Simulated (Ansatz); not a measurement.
**One shape, several levels: CH5GaO (SMILES C[O][GaH2])**

We compute a comparison of 3 runs (HF/STO-3G, B3LYP/6-31G*, wB97X/cc-pVDZ) of CH5GaO. 

The results are computed with Ansatz 0.2.0.

56 further runs of the same task are left out: 56 set aside as unsound or not needed.

## 1. The structure to begin with

CH5GaO has 8 atoms, charge 0, and is taken as a singlet. As SMILES, `C[O][GaH2]`. The C1–H4 distance was set to 1.425 Å, away from the relaxed value.

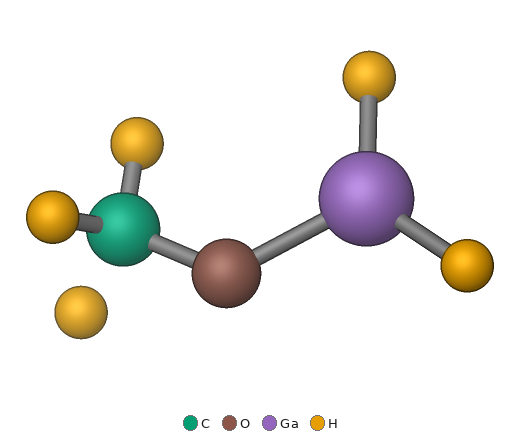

The structure, seen from a chosen angle (carbon teal, oxygen brown, gallium purple, hydrogen amber).

## 2. A single-point energy at HF/STO-3G (run 1)

File molecule.yaml:

```yaml
crystal:
  periodic: [false, false, false]
  atoms:
    - {symbol: C, position_ang: [-0.441795, 0.975780, -0.144614]}
    - {symbol: O, position_ang: [-0.530295, -0.270320, 0.491786]}
    - {symbol: Ga, position_ang: [0.878205, -1.298820, 0.857586]}
    - {symbol: H, position_ang: [-1.200200, 0.962000, -1.350600]}
    - {symbol: H, position_ang: [0.589205, 1.259380, -0.398314]}
    - {symbol: H, position_ang: [-0.855595, 1.757380, 0.502586]}
    - {symbol: H, position_ang: [2.268905, -0.729620, 0.421186]}
    - {symbol: H, position_ang: [0.516705, -2.633520, 1.568386]}
basis:
  gaussian:
    orbitals: STO-3G
total_charge: 0
hamiltonian:
  xc: hf
accuracy: high
output:
  orbitals: {seedname: orbitals}
```

Launch:

```bash
$ ansatz run molecule.yaml --threads 1 --pin off --max-ram 3480MiB --events-out events.jsonl --progress --plain --runs-dir runs
```

The log of the run:

```text
Warning: RAYON_NUM_THREADS=1 ignored (pool sized by the plan → 1); use --threads N
Functional definition: HF
  name "HF"
  exchange = exact_x
  correlation = 0
545 factors; integrals over basis functions are off by at most 3.7e-9 eV
mean field evaluation 1: about -54827.9935 eV, gradient 2.3e1 eV
mean field evaluation 2: about -54828.1193 eV, gradient 2.3e1 eV
mean field evaluation 4: about -54830.2572 eV, gradient 2.1e0 eV
mean field evaluation 8: about -54830.2863 eV, gradient 3.7e-2 eV
mean field -54830.28627650 eV, -2014.9758553585 hartree, gradient 1.5e-8 eV, S^2 0.000000; 0 other end points of the search recorded, 0 dependent functions left out
reference -54830.28627650 eV, -2014.9758553585 hartree; 25, 25 occupied and 8, 8 virtual orbitals, 545 factors
Total energy: -54830.28627650 eV, -2014.9758553585 hartree
```

It took 0.36 s on 1 thread of Arm Neoverse V1, shared host.

## 3. A single-point energy at B3LYP/6-31G(d) (spherical functions) (run 2)

File input.yaml:

```yaml
crystal:
  periodic: [false, false, false]
  atoms:
    - {symbol: C, position_ang: [-0.441795, 0.975780, -0.144614]}
    - {symbol: O, position_ang: [-0.530295, -0.270320, 0.491786]}
    - {symbol: Ga, position_ang: [0.878205, -1.298820, 0.857586]}
    - {symbol: H, position_ang: [-1.200200, 0.962000, -1.350600]}
    - {symbol: H, position_ang: [0.589205, 1.259380, -0.398314]}
    - {symbol: H, position_ang: [-0.855595, 1.757380, 0.502586]}
    - {symbol: H, position_ang: [2.268905, -0.729620, 0.421186]}
    - {symbol: H, position_ang: [0.516705, -2.633520, 1.568386]}
basis:
  gaussian:
    orbitals: 6-31G_st_-spherical.json
total_charge: 0
magnetization:
  spin_polarized: false
hamiltonian:
  xc: {name: B3LYP}
accuracy: high
output:
  orbitals: {seedname: orbitals}
```

The basis set 6-31G* is read from a file made from the Basis Set Exchange's data (not shown).

Launch:

```bash
$ ansatz run input.yaml --threads 1 --pin off --max-ram 3480MiB --events-out events.jsonl --progress --plain --runs-dir runs
```

The log of the run:

```text
Warning: RAYON_NUM_THREADS=1 ignored (pool sized by the plan → 1); use --threads N
Functional definition: B3LYP
  name "B3LYP"
  parameter a0 = 0.2
  parameter ax = 0.72
  parameter ac = 0.81
  exchange = (1 - a0 - ax)*slater_x + ax*b88_x + a0*exact_x
  correlation = (1 - ac)*vwn_rpa_c + ac*lyp_c
1567 factors; integrals over basis functions are off by at most 7.8e-9 eV
mean field evaluation 1: about -55530.4773 eV, gradient 5.4e1 eV
mean field evaluation 2: about -55491.0616 eV, gradient 1.4e2 eV
mean field evaluation 4: about -55535.9621 eV, gradient 9.3e0 eV
mean field evaluation 8: about -55536.2256 eV, gradient 2.1e-1 eV
mean field evaluation 16: about -55536.2257 eV, gradient 1.1e-5 eV
mean field -55536.22569281 eV, -2040.9186504051 hartree, gradient 6.7e-8 eV, S^2 0.000000; 0 other end points of the search recorded, 0 dependent functions left out
reference -55536.22573429 eV, -2040.9186519294 hartree; 25, 25 occupied and 45, 45 virtual orbitals, 1567 factors
Total energy: -55536.22573429 eV, -2040.9186519294 hartree
```

Run time: 6.6 s. Hardware: 1 thread of Arm Neoverse V1, shared host; peak memory 0.22 GiB.

## 4. The energy at wB97X/cc-pVDZ (run 3)

File job.yaml:

```yaml
crystal:
  periodic: [false, false, false]
  atoms:
    - {symbol: C, position_ang: [-0.441795, 0.975780, -0.144614]}
    - {symbol: O, position_ang: [-0.530295, -0.270320, 0.491786]}
    - {symbol: Ga, position_ang: [0.878205, -1.298820, 0.857586]}
    - {symbol: H, position_ang: [-1.200200, 0.962000, -1.350600]}
    - {symbol: H, position_ang: [0.589205, 1.259380, -0.398314]}
    - {symbol: H, position_ang: [-0.855595, 1.757380, 0.502586]}
    - {symbol: H, position_ang: [2.268905, -0.729620, 0.421186]}
    - {symbol: H, position_ang: [0.516705, -2.633520, 1.568386]}
basis:
  gaussian: {orbitals: cc-pVDZ}
hamiltonian: {xc: {name: wB97X}}
accuracy: high
output: {orbitals: {seedname: orbitals}}
```

Launch:

```bash
$ ansatz run job.yaml --threads 1 --pin off --max-ram 3480MiB --events-out events.jsonl --progress --plain --runs-dir runs
```

The log of the run, cut to the lines that bear on the results:

```text
Warning: RAYON_NUM_THREADS=1 ignored (pool sized by the plan → 1); use --threads N
Functional definition: wB97X
  name "wB97X"
[...]
      + exact_x_lr(omega)
[...]
      + integral(e_c_pw_opposite_spin*poly(b97_u_opposite, 1, cos1, cos2, cos3, cos4))
1866 factors; integrals over basis functions are off by at most 4.7e-9 eV
351 factors; integrals over basis functions are off by at most 2.2e-9 eV
[...]
mean field -55542.12515033 eV, -2041.1354514700 hartree, gradient 2.7e-8 eV, S^2 0.000000; 0 other end points of the search recorded, 0 dependent functions left out
reference -55542.12514698 eV, -2041.1354513469 hartree; 25, 25 occupied and 55, 55 virtual orbitals, 1866 factors
Total energy: -55542.12514698 eV, -2041.1354513469 hartree
```

It took 29 s on 1 thread of Arm Neoverse V1, shared host; peak memory 0.47 GiB.

## 5. All runs side by side

```tsv
run	level	energy (Eh)	HOMO energy (eV)	LUMO energy (eV)	HOMO–LUMO gap (eV)	wall time
1	HF/STO-3G	-2014.975855	-7.36	5.27	12.62	0.36 s
2	B3LYP/6-31G* (spherical functions)	-2040.918652	-7.32	-1.51	5.81	6.6 s
3	wB97X/cc-pVDZ	-2041.135451	-9.93	0.70	10.62	29 s
```

## 6. Outcome

| quantity | value |
| --- | --- |
| run 3: total energy | -2041.13545 Eh |
| run 3: HOMO energy | -9.93 eV |
| run 3: LUMO energy | 0.70 eV |
| run 3: HOMO–LUMO gap | 10.62 eV |

What this shows: The HOMO–LUMO gap runs from 5.81 eV (B3LYP/6-31G*) to 12.62 eV (HF/STO-3G). The two ends differ in method and basis. Totals of different functionals can't be ranked against each other. In run 1 the basis is minimal, so the values are rough. All runs together took 36 s, the longest 29 s.
